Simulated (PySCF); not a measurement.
# C4H3BO2: runs on many settings, part 1 of 2

Which settings matter for C4H3BO2 (`C#CC#CB(O)O`), and how do bad ones show?

Computed with PySCF 2.14.0, with density-fitted response routines of our own, on a single molecule in the gas phase. Atoms count from 0, in the outputs and in this text.

### 1 The starting structure

10 atoms, charge 0, multiplicity 1; geometry from: GFN2-xTB.

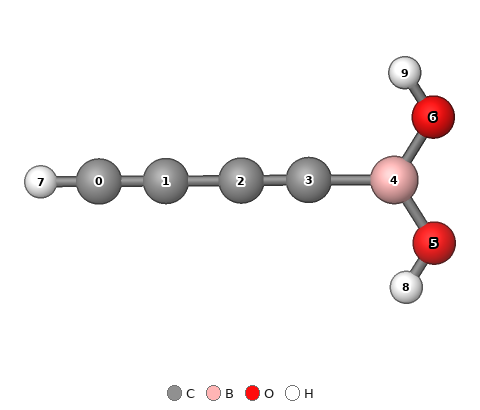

The starting geometry (carbon grey, boron pink, oxygen red, hydrogen white), atoms numbered.

### 2 Shielding tensors: PBE0/pcSseg-1

What the job is given:

```
{"job": {"kind": "nmr", "xc": "PBE0", "basis": "pcSseg-1", "pop": false, "scf": {"damp": 2.0, "max_cycle": 100}}, "charge": 0, "multiplicity": 1}
C      3.491819    -0.004131    -0.104580
C      2.286927    -0.003192    -0.104737
C      0.927923     0.000646    -0.112088
C     -0.285113     0.007263    -0.118536
B     -1.825568     0.003527    -0.135607
O     -2.529614    -1.145998    -0.251606
O     -2.541726     1.146890    -0.037467
H      4.540207    -0.006066    -0.103964
H     -2.017058    -1.948733    -0.324126
H     -2.038914     1.954447     0.046014
```

Method: GIAO PBE0/pcSseg-1 NMR shielding, non-relativistic, gas phase.

The run is started by

```
$ OMP_NUM_THREADS=1 python probes_run.py task.json out
```

This one command runs all jobs of the session in turn.

Standard output:

```text
damping 2.00 in the first 6 cycles
final grid: 94576 points
cycle   1  E = -328.9600662355  dE =  1.200e+00  |g| = 8.876e-01  |ddm| = 3.513e+00
cycle   2  E = -327.7360311669  dE =  1.224e+00  |g| = 2.831e+00  |ddm| = 1.071e+00
cycle   3  E = -316.2022175055  dE =  1.153e+01  |g| = 7.994e+00  |ddm| = 4.126e+00
cycle   4  E = -193.2627630323  dE =  1.229e+02  |g| = 2.317e+01  |ddm| = 1.330e+01
cycle   5  E = 75.6091716952  dE =  2.689e+02  |g| = 1.898e+01  |ddm| = 1.634e+01
cycle   6  E = 101.5530017915  dE =  2.594e+01  |g| = 2.237e+01  |ddm| = 5.035e+01
cycle   7  E = -7.1957207532  dE = -1.087e+02  |g| = 2.420e+01  |ddm| = 4.834e+01
cycle   8  E = -287.6438432598  dE = -2.804e+02  |g| = 7.817e+00  |ddm| = 2.416e+01
cycle   9  E = -186.5008866395  dE =  1.011e+02  |g| = 1.532e+01  |ddm| = 5.425e+01
cycle  10  E = -252.4039296416  dE = -6.590e+01  |g| = 9.741e+00  |ddm| = 8.638e+01
cycle  11  E = -321.1785777064  dE = -6.877e+01  |g| = 4.293e+00  |ddm| = 1.264e+02
cycle  12  E = -319.2567966695  dE =  1.922e+00  |g| = 5.701e+00  |ddm| = 9.759e+00
cycle  13  E = -327.9583876338  dE = -8.702e+00  |g| = 1.783e+00  |ddm| = 9.251e+00
cycle  14  E = -329.0413567081  dE = -1.083e+00  |g| = 4.339e-01  |ddm| = 1.893e+00
cycle  15  E = -329.0310167198  dE =  1.034e-02  |g| = 5.360e-01  |ddm| = 7.406e-01
cycle  16  E = -329.0965072603  dE = -6.549e-02  |g| = 1.705e-01  |ddm| = 4.944e-01
cycle  17  E = -329.1037525523  dE = -7.245e-03  |g| = 5.259e-02  |ddm| = 1.696e-01
cycle  18  E = -329.1043904559  dE = -6.379e-04  |g| = 1.905e-02  |ddm| = 5.325e-02
cycle  19  E = -329.1044666828  dE = -7.623e-05  |g| = 3.523e-03  |ddm| = 1.723e-02
cycle  20  E = -329.1044687834  dE = -2.101e-06  |g| = 2.061e-03  |ddm| = 4.585e-03
cycle  21  E = -329.1044696026  dE = -8.192e-07  |g| = 3.687e-04  |ddm| = 1.811e-03
cycle  22  E = -329.1044696352  dE = -3.262e-08  |g| = 7.074e-05  |ddm| = 3.928e-04
cycle  23  E = -329.1044696364  dE = -1.191e-09  |g| = 1.682e-05  |ddm| = 8.934e-05
cycle  24  E = -329.1044696365  dE = -8.436e-11  |g| = 2.756e-06  |ddm| = 2.332e-05
converged SCF energy = -329.1044696365

GIAO shielding tensors (ppm)
atom      isotropic    diamagn.    paramagn.     s11        s22        s33       span
  0 C      110.301     264.939    -154.638     30.852     36.808    263.243    232.391
  1 C      113.361     245.878    -132.517     24.257     25.140    290.684    266.427
  2 C       94.609     246.947    -152.338     11.763     19.895    252.169    240.405
  3 C      107.498     268.777    -161.279      2.817     19.501    300.176    297.358
  4 B       81.264     195.546    -114.282     62.956     83.433     97.403     34.447
  5 O      196.851     384.422    -187.571     52.927    264.959    272.669    219.742
  6 O      197.643     384.407    -186.764     54.156    265.118    273.653    219.497
  7 H       30.250      34.831      -4.582     25.025     25.084     40.640     15.616
  8 H       27.149      31.938      -4.789     21.914     24.826     34.707     12.793
  9 H       27.169      31.958      -4.789     21.925     24.806     34.776     12.852
```

Run time: 16 s. Hardware: 1 thread of Intel Xeon Platinum 8375C at 2.90GHz, shared host; peak memory 0.63 GiB.

Despite a damping factor outside the range 0 to 1, the SCF converged in 24 cycles.

The references, computed at this level on geometries of the same kind, shield at (ppm): ¹H TMS 31.72, ¹³C TMS 186.9, ¹⁷O H2O 336.1, ¹¹B BF3·OEt2 100.1. Their shielding less the atom's gives the shift. The references are single molecules in the gas phase, so shifts against H2O, NH3, PH3, H3PO4 or CFCl3 are not on the usual liquid scales and can be off by tens of ppm. Atoms listed in one row are averaged.

| atoms | environment | σ (ppm) | δ (ppm) | δ scaled to CDCl3 |
| --- | --- | --- | --- | --- |
| C2 | alkyne carbon | 94.6 | 92.3 | 88.2 |
| C3 | alkyne carbon | 107.5 | 79.4 | 75.6 |
| C0 | terminal alkyne carbon | 110.3 | 76.6 | 72.9 |
| C1 | alkyne carbon | 113.4 | 73.6 | 69.9 |
| H8, H9 | hydrogen on an oxygen bonded to B | 27.16 | 4.56 | – |
| H7 | hydrogen on a terminal alkyne carbon | 30.25 | 1.47 | 1.49 |
| B4 | boron bonded to C, 2 O | 81.3 | 18.8 | – |
| O5, O6 | oxygen bonded to B, H | 197.2 | 138.8 | – |

The scaled column applies a straight-line fit of computed shieldings to shifts measured in CDCl3 (root-mean-square error 0.16 ppm for H, 1.9 ppm for C).

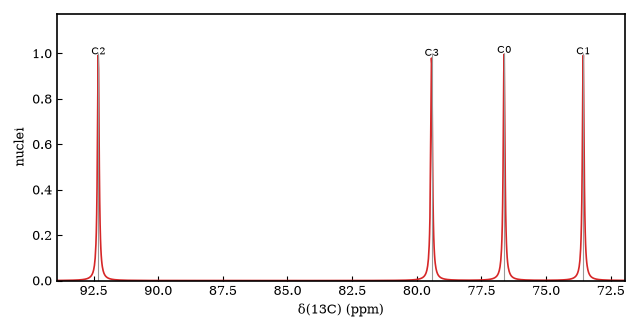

¹³C lines at the computed shifts, without couplings. Lines are broadened to a width of 0.08 ppm (Lorentzian).

The fields below are evaluated on a grid from the run's orbitals.

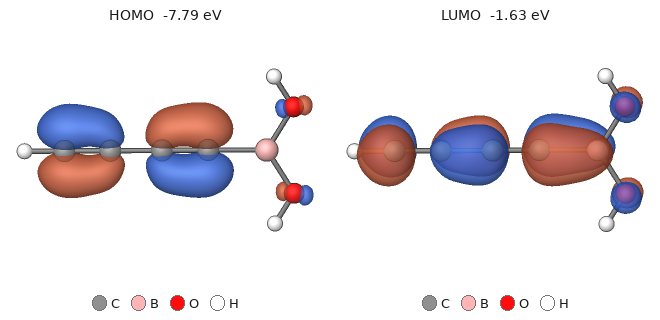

PBE0/pcSseg-1 orbitals near the gap, drawn at the value that encloses 70 % of each; the two colours are the two signs.

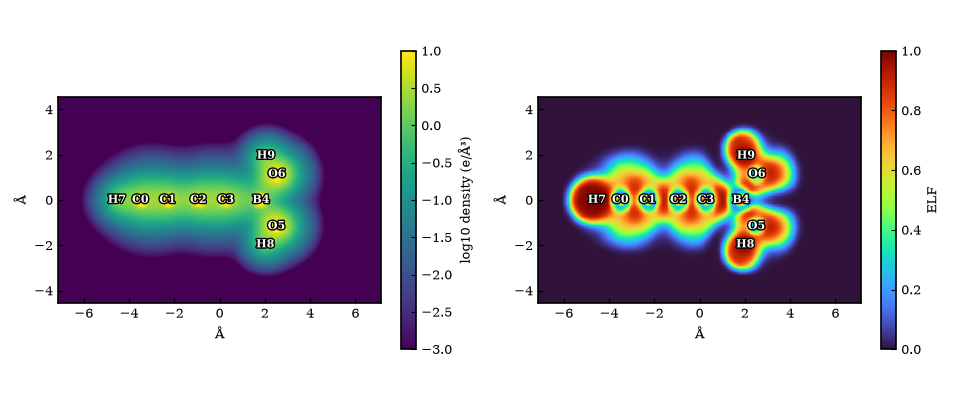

Density (left) and ELF (right) in a plane through or near 10 of the atoms.

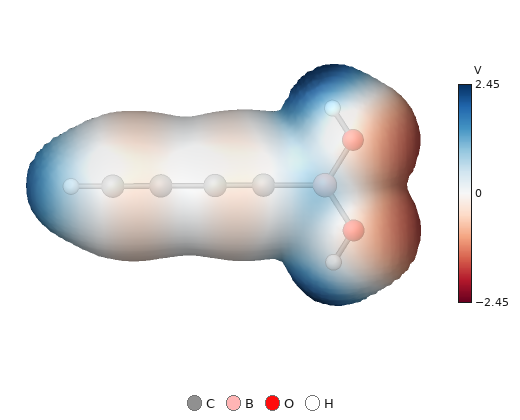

The potential that a unit positive charge feels on the 0.002 e/bohr³ surface, from -1.58 V near O6 to 2.45 V near H9.

### 3 NMR shieldings: LC-wPBE/pcSseg-1

What the job is given:

```
{"job": {"kind": "nmr", "xc": "LC-wPBE", "basis": "pcSseg-1", "pop": true, "scf": {"max_cycle": 97}}, "charge": 0, "multiplicity": 1}
C      2.793455    -0.003305    -0.083664
C      1.829542    -0.002554    -0.083790
C      0.742338     0.000517    -0.089670
C     -0.228090     0.005810    -0.094829
B     -1.460454     0.002822    -0.108486
O     -2.023691    -0.916798    -0.201285
O     -2.033381     0.917512    -0.029974
H      3.632166    -0.004853    -0.083171
H     -1.613646    -1.558986    -0.259301
H     -1.631131     1.563558     0.036811
```

With the program's defaults for keys left out, this is: GIAO LC-wPBE/pcSseg-1 NMR shielding, non-relativistic, gas phase.

Standard output:

```text
final grid: 94576 points
cycle   1  E = -328.0244751716  dE =  5.884e+00  |g| = 1.131e+00  |ddm| = 4.972e+00
cycle   2  E = -328.1338611221  dE = -1.094e-01  |g| = 8.249e-01  |ddm| = 2.556e+00
cycle   3  E = -328.2328164367  dE = -9.896e-02  |g| = 8.335e-02  |ddm| = 1.032e+00
cycle   4  E = -328.2341232223  dE = -1.307e-03  |g| = 1.955e-02  |ddm| = 1.211e-01
cycle   5  E = -328.2342188332  dE = -9.561e-05  |g| = 4.719e-03  |ddm| = 6.853e-02
cycle   6  E = -328.2342234196  dE = -4.586e-06  |g| = 1.943e-03  |ddm| = 1.046e-02
cycle   7  E = -328.2342243422  dE = -9.225e-07  |g| = 2.421e-04  |ddm| = 5.271e-03
cycle   8  E = -328.2342243639  dE = -2.175e-08  |g| = 6.667e-05  |ddm| = 1.249e-03
cycle   9  E = -328.2342243654  dE = -1.433e-09  |g| = 3.279e-05  |ddm| = 2.449e-04
cycle  10  E = -328.2342243656  dE = -2.914e-10  |g| = 7.212e-06  |ddm| = 8.392e-05
converged SCF energy = -328.2342243656

GIAO shielding tensors (ppm)
atom      isotropic    diamagn.    paramagn.     s11        s22        s33       span
  0 C      122.136     257.811    -135.674     39.707     49.031    277.671    237.963
  1 C      122.174     230.761    -108.587     27.573     30.021    308.928    281.356
  2 C      104.501     246.256    -141.756     10.910     29.085    273.507    262.598
  3 C      114.781     262.917    -148.136     -5.894     35.127    315.110    321.004
  4 B       93.814     194.154    -100.340     66.223     86.060    129.158     62.935
  5 O      248.362     385.624    -137.262    108.203    311.544    325.339    217.136
  6 O      248.893     385.561    -136.668    108.657    311.631    326.389    217.732
  7 H       40.897      45.552      -4.656     34.549     34.663     53.478     18.929
  8 H       36.500      44.922      -8.422     29.681     34.200     45.619     15.937
  9 H       36.523      44.945      -8.422     29.695     34.175     45.698     16.003
```

It took 17 s on 1 thread of Intel Xeon Platinum 8375C at 2.90GHz, shared host; peak memory 0.67 GiB.

A normal end doesn't make this result sound: all coordinates were scaled by 0.8. Its HOMO lies at -10.78 eV, against -7.79 eV in step 2 (PBE0/pcSseg-1), a different level, so the two don't compare directly.

(Continued in part 2 of 2.)
